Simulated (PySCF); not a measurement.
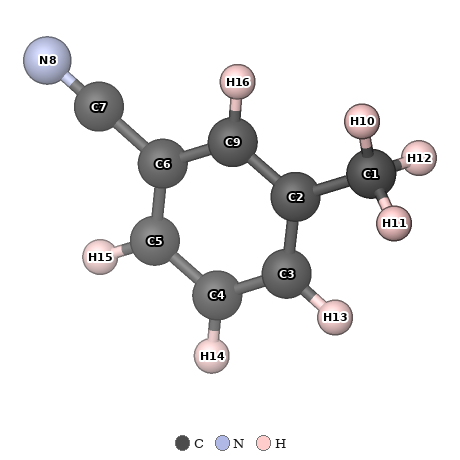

C₈H₇N (meta-tolunitrile), SMILES Cc1cccc(C#N)c1. Simulated ¹H spectrum at 600 MHz, line width 1.5 Hz, from GIAO shifts (PBE0/pcSseg-1, against TMS) and couplings (B3LYP/pcJ-1), PySCF 2.14.0, at a PBE0-D3(BJ)/def2-SVP geometry (no frequency check). Gas phase, values of one conformer, averaged over methyl-type rotors and exact or near symmetry; couplings among ¹H are treated exactly, other nuclei are left out. The spin-dipole term of J is left out for all pairs. The upper panels enlarge each group of lines, each scaled alone.

Q: Give the shifts and couplings that make up the spectrum.

A:
```tsv
δ (ppm)	nuclei	atoms
7.56	1	H15
7.55	1	H16
7.48	1	H14
7.48	1	H13
2.44	3	H10, H11, H12
```

The order of signals that lie close, as those under 0.08 ppm apart, is within the error of the method.


```
             pair  J (Hz)
          H14–H13     8.7
          H15–H14     8.6
          H16–H13     1.6
          H15–H16     1.4
H16 – H10/H11/H12    −1.0
H15 – H10/H11/H12    −0.9
H13 – H10/H11/H12    −0.8
          H15–H13     0.8
          H16–H14     0.6
```

Not listed: couplings under 0.5 Hz, those between magnetically equivalent nuclei.

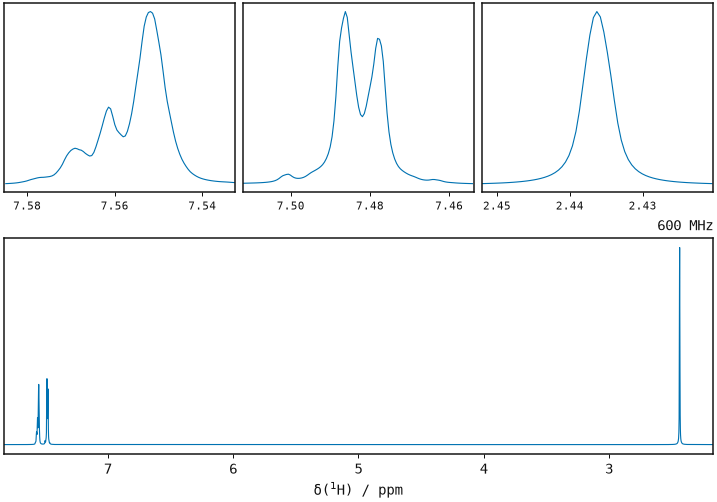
